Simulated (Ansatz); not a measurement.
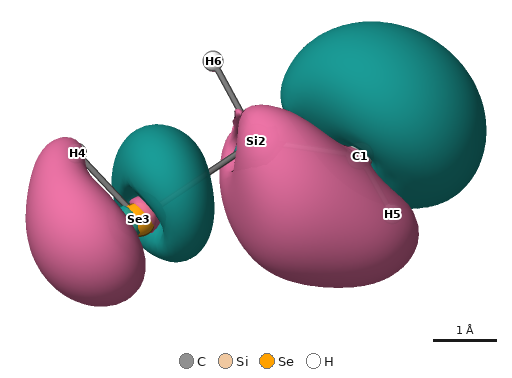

Figure. CH$_{3}$SeSi (charge −1). The HOMO at ±0.06 Å⁻³ᐟ² (teal and pink are the two phases), seen at a tilt.

Geometry: PBE0-D4/def2-TZVPD.

These are results of RKS PBE0-D4/def2-TZVPPD (Ansatz), not measurements.

```yaml
atoms:
  - { symbol: C, position_ang: [-0.3768, 0.7144, -1.0581] }
  - { symbol: Si, position_ang: [0.1281, -0.0683, 0.3404] }
  - { symbol: Se, position_ang: [0.8038, -2.2985, 0.9767] }
  - { symbol: H, position_ang: [1.0293, -1.9654, 2.3916] }
  - { symbol: H, position_ang: [-0.4782, 0.2094, -2.0235] }
  - { symbol: H, position_ang: [0.2624, 0.6313, 1.6505] }
```

> Where does this orbital lie, and at what energy?

By Hirshfeld shares it lies mainly on C1 (about 60 %), Si2 (about 20 %) and Se3 (about 10 %); it is symmetric in the molecular plane (an in-plane orbital: σ, lone-pair or in-plane π type). Its energy is −0.73 eV.
